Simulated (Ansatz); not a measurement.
Input

```
crystal:
  periodic: [false, false, false]
  atoms:
    - { symbol: B, position_ang: [-1.44818, -0.4261, -0.78934] }
    - { symbol: Si, position_ang: [0.14033, 0.27648, 0.01317] }
    - { symbol: O, position_ang: [1.01073, -1.01491, 0.54324] }
    - { symbol: H, position_ang: [-2.56725, -0.18099, -0.95998] }
    - { symbol: H, position_ang: [0.95524, 1.03811, -0.96281] }
    - { symbol: H, position_ang: [0.06216, 1.20195, 1.17249] }
    - { symbol: H, position_ang: [0.64858, -1.62, 1.1836] }
magnetization:
  spin_polarized: true
  initial_magnetization: 1
basis:
  gaussian: { orbitals: def2-SVP }
hamiltonian:
  xc: pbe0
relax:
  f_tol: 0.015
  max_steps: 40
output:
  orbitals: {}
```

Launched as:

```sh
ansatz run input.yaml --threads 1 --pin off --max-ram 2048MiB --backend cpu --events-out ev --progress --plain --runs-dir out
```

The fields are those of the relaxed geometry.

Method: Ansatz 0.2.0, UKS PBE0/def2-SVP.

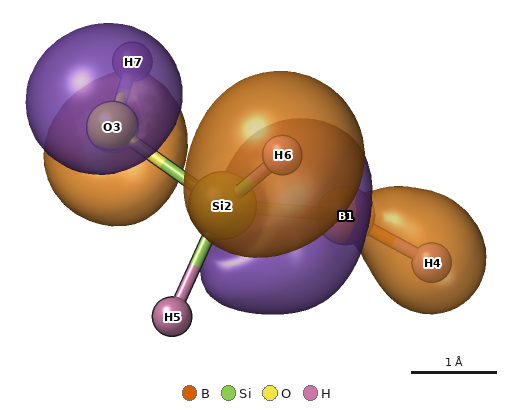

BH$_{4}$OSi (doublet). One frontier orbital at ±0.1 Å⁻³ᐟ² (orange and purple are the two phases), seen at an oblique angle.

Which orbital is it: HOMO (β) or LUMO (β)?

Answer. The HOMO (β), at −8.29 eV. By Hirshfeld shares it lies mainly on O3 (about 40 %), Si2 (about 20 %), B1 (about 15 %) and H6 (about 15 %).
